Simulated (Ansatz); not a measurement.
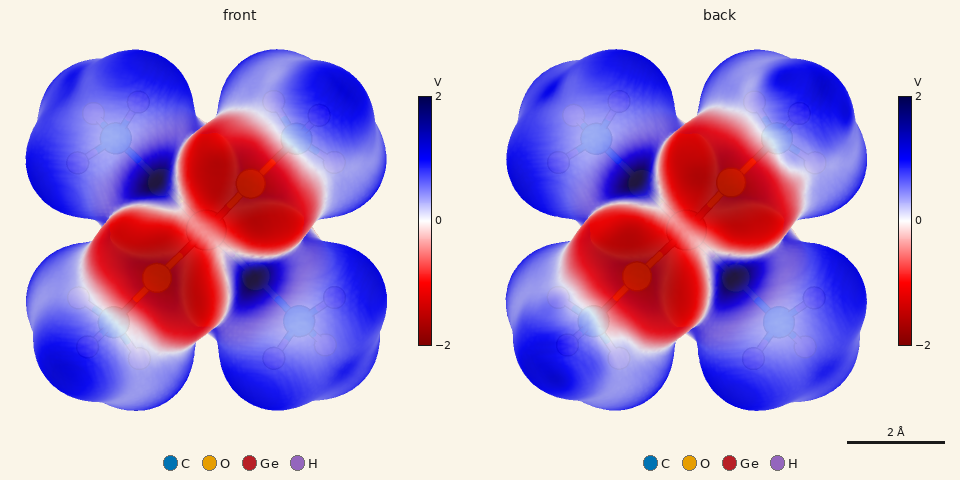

Figure. C$_{4}$H$_{12}$GeO$_{4}$ (SMILES C[O][Ge]([O]C)([O]C)[O]C). The electrostatic potential painted on the density surface at 0.004 e/bohr³, seen from the front and from behind; red is negative and blue positive.

Geometry: PBE0-D4/def2-TZVP.

Computed with Ansatz 0.2.0, RKS PBE0-D4/def2-TZVPP.

Input

```
crystal:
  periodic: [false, false, false]
  atoms:
    - {symbol: C, position_ang: [2.058665, 1.033753, -1.454226]}
    - {symbol: O, position_ang: [1.365680, 1.072320, -0.222244]}
    - {symbol: Ge, position_ang: [-0.005315, 0.000757, 0.001604]}
    - {symbol: O, position_ang: [-1.259966, 0.241853, -1.200790]}
    - {symbol: C, position_ang: [-1.844185, 1.524127, -1.318960]}
    - {symbol: O, position_ang: [-0.542350, 0.379592, 1.628303]}
    - {symbol: C, position_ang: [-1.657287, -0.316200, 2.150111]}
    - {symbol: O, position_ang: [0.414928, -1.690806, -0.198497]}
    - {symbol: C, position_ang: [1.418915, -2.239746, 0.632264]}
    - {symbol: H, position_ang: [2.866271, 1.766047, -1.400063]}
    - {symbol: H, position_ang: [2.495906, 0.047917, -1.648723]}
    - {symbol: H, position_ang: [1.410204, 1.293376, -2.298611]}
    - {symbol: H, position_ang: [-1.108064, 2.286411, -1.598096]}
    - {symbol: H, position_ang: [-2.600673, 1.469519, -2.103916]}
    - {symbol: H, position_ang: [-2.330175, 1.841560, -0.389466]}
    - {symbol: H, position_ang: [-2.562228, -0.146402, 1.555852]}
    - {symbol: H, position_ang: [-1.832519, 0.055177, 3.161437]}
    - {symbol: H, position_ang: [-1.479679, -1.396299, 2.202420]}
    - {symbol: H, position_ang: [1.147679, -2.188510, 1.692778]}
    - {symbol: H, position_ang: [1.537108, -3.288956, 0.355495]}
    - {symbol: H, position_ang: [2.382585, -1.734888, 0.500528]}
basis:
  gaussian: {orbitals: def2-TZVPP}
hamiltonian: {xc: pbe0, dispersion: d4}
output: {orbitals: {seedname: orbitals}}
```

Run with:

```sh
ansatz run in.yaml --threads 4 --pin off --events-out ev --progress --plain --max-ram 46080MiB --backend cuda --devices 0, --max-vram 37GiB
```

> Where is the surface potential most negative and most positive?

The most negative region (about −1.6 V) lies over O2, O4, O6 and O8, the most positive (about +1.9 V) over Ge3.
